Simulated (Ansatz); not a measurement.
CdSe (wurtzite)

Space group P6₃mc (No. 186); a = 4.3828 Å, b = 4.3828 Å, c = 7.1560 Å, α = 90.00°, β = 90.00°, γ = 120.00°

| atom | site | symmetry | x | y | z |
|---|---|---|---|---|---|
| Cd | 2b | 3m. | 0.6667 | 0.3333 | 0.0004 |
| Se | 2b | 3m. | 0.3333 | 0.6667 | 0.1248 |

Two coordinates are scanned: the volume, and the ratio of the stretch along z (the conventional c axis) to the stretch across it. Atoms keep their fractional coordinates.

These are PBE (plane waves to 420 eV, PAW, scalar-relativistic; Ansatz, an electronic-structure program) values and carry that method's errors. k mesh 9×9×5 (Γ-centred), Fermi-Dirac smearing 0.05 eV. The energy includes the smearing's −TS. Compression counts positive. As the atoms are clamped, bonds stretch with the cell, which overstates energies and stresses. CdSe was relaxed with its symmetry unable to fall. ΔE is measured from the relaxed starting cell.

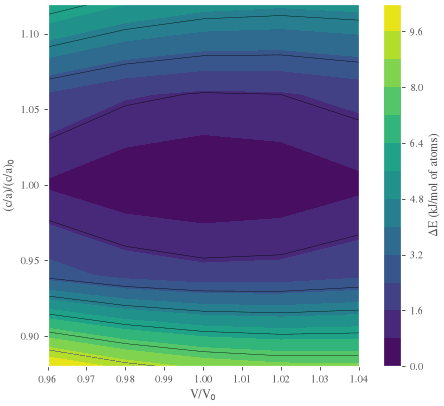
Fig. 1. ΔE (kJ/mol of atoms) over the 5×5 grid of computed points.

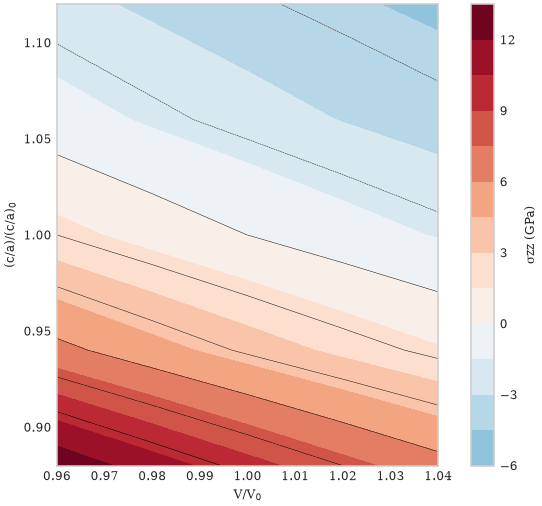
Figure: σzz (GPa) over the 5×5 grid of computed points.

The modulus against c/a change at fixed volume, (3/4V)·∂²E/∂(ln c/a)² (fit, atoms clamped) is 38 GPa, an upper bound as the atoms could relax. Highest place on the grid: V/V₀ = 0.960, (c/a)/(c/a)₀ = 0.880 (107.6 meV/atom). Lowest place on the grid: V/V₀ = 1.000, (c/a)/(c/a)₀ = 1.000 (0.0 meV/atom).

Near the relaxed cell σzz − σxx = −2Cδ (compression positive), C being this modulus and δ the logarithm of the ratio.

(Under strain, the slope of the energy per volume gives the stress and its curvature an elastic modulus.)
